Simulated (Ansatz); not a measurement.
# Calculations on AlHClF3

### Relaxation

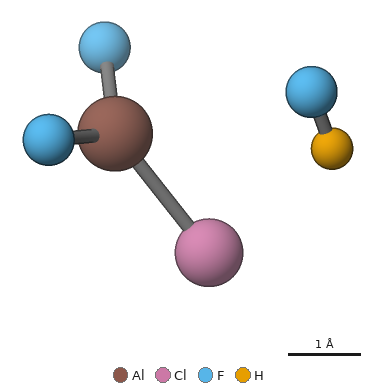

Starting structure of AlHClF$_{3}$. The picture is a ball-and-stick view, seen at a tilt.

The run prepares an end point of a later path (reaction) calculation, from a guessed geometry.

Method: Ansatz 0.2.0, RKS PBE0-D4/def2-mTZVP.

Input file:
```yaml
crystal:
  periodic: [false, false, false]
  atoms:
    - { symbol: Al, position_ang: [-1.00119, 0.259896, -0.214396] }
    - { symbol: Cl, position_ang: [-0.463493, -1.596508, 0.806221] }
    - { symbol: F, position_ang: [-1.169348, 0.246883, -1.834887] }
    - { symbol: F, position_ang: [-1.38585, 1.565947, 0.680727] }
    - { symbol: H, position_ang: [1.965537, -0.643146, 0.487689] }
    - { symbol: F, position_ang: [2.054243, 0.166928, 0.074645] }
basis:
  gaussian: { orbitals: def2-mTZVP }
hamiltonian:
  xc: pbe0
  dispersion: d4
relax:
  f_tol: 0.03
  max_steps: 50
output:
  orbitals: {}
```

Launched with:
```bash
ansatz run input.yaml --threads 2 --pin off --max-ram 3072MiB --backend cpu --events-out ev --progress --plain --runs-dir out
```

Question: Where does the relaxation end?

Answer: The atom that moves furthest after the best rigid fit is F6 (0.71 Å). By element the largest moves are F 0.71 Å, Al 0.40 Å, H 0.36 Å, Cl 0.13 Å. Near-neighbour distances that change, for instance: Al1–F6 3.070 → 1.989 Å, Al1–Cl2 2.186 → 2.116 Å, H5–F6 0.914 → 0.942 Å, Al1–F3 1.629 → 1.639 Å. New bonds form, among them: Al1–F6 (3.07 → 1.99 Å). Among the angles between lasting bonds that change: F3–Al1–F4 121.9° → 119.8°. After 7 accepted moves (8 points after the start) the energy has fallen by 0.558 eV. Largest force component: 1.1 eV/Å at the start, 0.029 eV/Å at the end. The line search rejected the trial step at point 5 of the run.

The structure at the end:

```xyz
6

Al   -0.6115    0.1803   -0.1435
Cl   -0.5519   -1.6903    0.8440
F    -0.8384    0.1777   -1.7665
F    -1.0424    1.4935    0.7387
H     1.6726   -0.4712    0.3801
F     1.3716    0.3100   -0.0528
```

After the run, drawn alike:

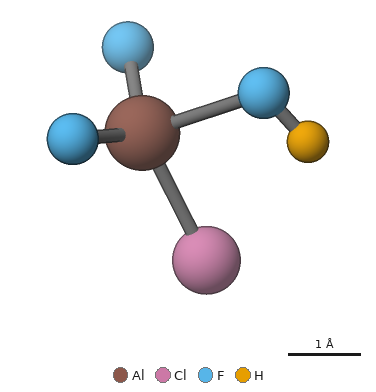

Limits of the set-up: the start holds two separate molecules, 2.6 Å apart at their closest, whose relative position is a soft coordinate.

### Relaxation

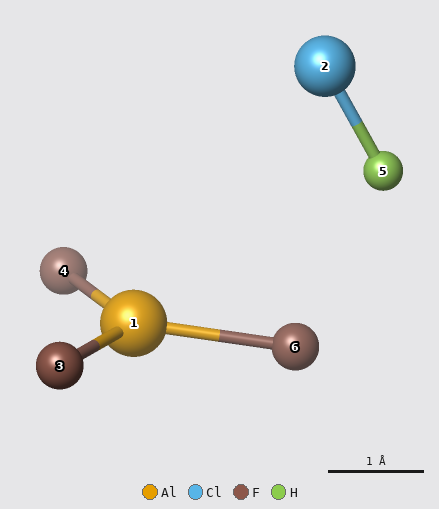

This is the input geometry for a relaxation of AlHClF3. A ball-and-stick model, seen from a free direction.

The run prepares an end point of a later path (reaction) calculation, from a guessed geometry.

The calculation used Ansatz, RKS PBE0-D4/def2-mTZVP.

Input
```yaml
crystal:
  periodic: [false, false, false]
  atoms:
    - { symbol: Al, position_ang: [-0.430157, 0.877384, -0.498522] }
    - { symbol: Cl, position_ang: [0.230052, -2.158387, 1.165255] }
    - { symbol: F, position_ang: [-1.026025, 0.412918, -1.941033] }
    - { symbol: F, position_ang: [-1.258287, 1.748218, 0.599894] }
    - { symbol: H, position_ang: [1.262621, -1.404099, 0.847451] }
    - { symbol: F, position_ang: [1.221697, 0.523966, -0.173045] }
basis:
  gaussian: { orbitals: def2-mTZVP }
hamiltonian:
  xc: pbe0
  dispersion: d4
relax:
  f_tol: 0.03
  max_steps: 50
```

Command:
```bash
ansatz run input.yaml --threads 2 --pin off --max-ram 3072MiB --backend cpu --events-out ev --progress --plain --runs-dir out
```

Predict the outcome.

Answer. Cl2 moves most after the best rigid fit: 0.77 Å. By element the largest moves are Cl 0.77 Å, Al 0.33 Å, F 0.33 Å, H 0.08 Å. Among the contacts that change: Al1–Cl2 3.524 → 2.475 Å, Al1–F6 1.720 → 1.654 Å, Cl2–H5 1.318 → 1.302 Å, Al1–F3 1.628 → 1.642 Å. New bonds form, among them: Al1–Cl2 (3.52 → 2.48 Å). Bond angles that change, for instance: F3–Al1–F4 124.3° → 118.8°. The energy falls by 9.84 kcal/mol in 9 geometry steps. The largest force component goes from 1.9 to 0.012 eV/Å.

Final geometry:

```xyz
6

Al   -0.2822    0.6175   -0.3504
Cl   -0.1059   -1.5597    0.8138
F    -0.9713    0.1410   -1.7628
F    -1.1918    1.4557    0.7298
H     1.1889   -1.4360    0.8612
F     1.3624    0.7815   -0.2916
```

After the run, drawn alike:

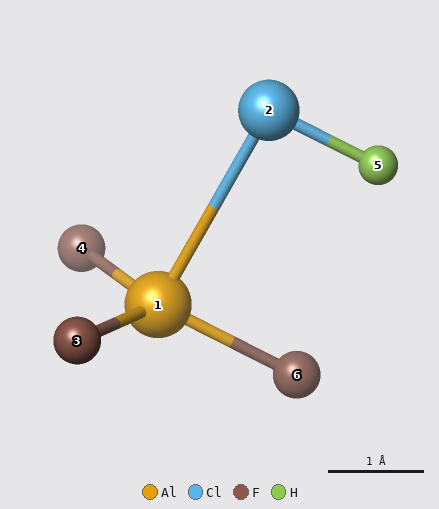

### Path

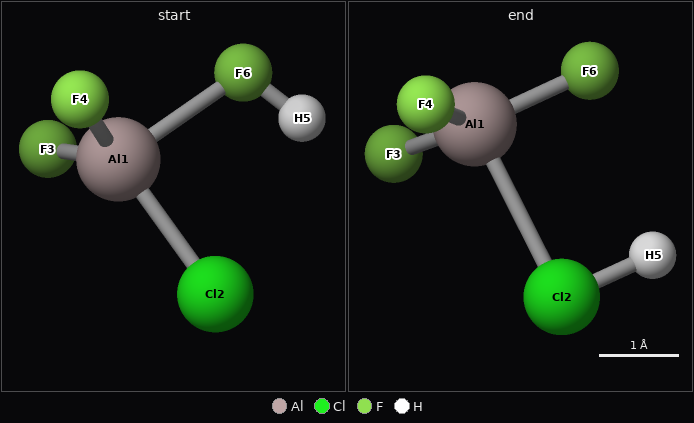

The two relaxed end points of a path for AlHClF$_{3}$. Style: ball-and-stick. Shown at a tilt.

The calculation used RKS PBE0-D4/def2-mTZVP in Ansatz 0.2.0.

Settings: 7 movable images; climbing image; force threshold 0.03 eV/Å; iteration limit 60.

Start:
```xyz
6

Al   -0.6117    0.1797   -0.1433
Cl   -0.5502   -1.6907    0.8444
F    -0.8391    0.1767   -1.7662
F    -1.0436    1.4927    0.7388
H     1.6731   -0.4697    0.3796
F     1.3713    0.3113   -0.0533
```

End:
```xyz
6

Al   -0.3175    0.6046   -0.3428
Cl   -0.0180   -1.5608    0.8184
F    -1.0270    0.0967   -1.7339
F    -1.2291    1.4071    0.7624
H     1.2715   -1.3838    0.8279
F     1.3200    0.8362   -0.3320
```

**Predict the minimum-energy path and its barrier.**

The energy climbs by 7.1 kcal/mol to image 4 and then falls by 6.5 kcal/mol, so the end point sits at +0.6 kcal/mol. A hydrogen atom shifts from one atom to another. Breaking: H5–F6 (0.94 → 1.27 at the top → 2.51 Å). Forming: Cl2–H5 (2.58 → 1.50 at the top → 1.30 Å). The band converged in 8 iterations, with a climbing image at the top. At the top, the vibrational analysis gives one imaginary mode (703i cm⁻¹), as a transition state must have.

Energies of the converged images:

```json
{"image": "0", "path (Å)": "0.00", "E (kcal/mol)": "0.0"}
{"image": "1", "path (Å)": "0.23", "E (kcal/mol)": "0.4"}
{"image": "2", "path (Å)": "0.46", "E (kcal/mol)": "1.5"}
{"image": "3", "path (Å)": "0.68", "E (kcal/mol)": "4.4"}
{"image": "4", "path (Å)": "0.91", "E (kcal/mol)": "7.1"}
{"image": "5", "path (Å)": "1.15", "E (kcal/mol)": "4.9"}
{"image": "6", "path (Å)": "1.39", "E (kcal/mol)": "2.4"}
{"image": "7", "path (Å)": "1.64", "E (kcal/mol)": "1.0"}
{"image": "8", "path (Å)": "1.88", "E (kcal/mol)": "0.6"}
```

The geometry at the top of the path:

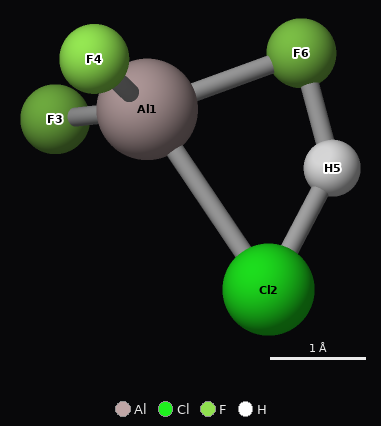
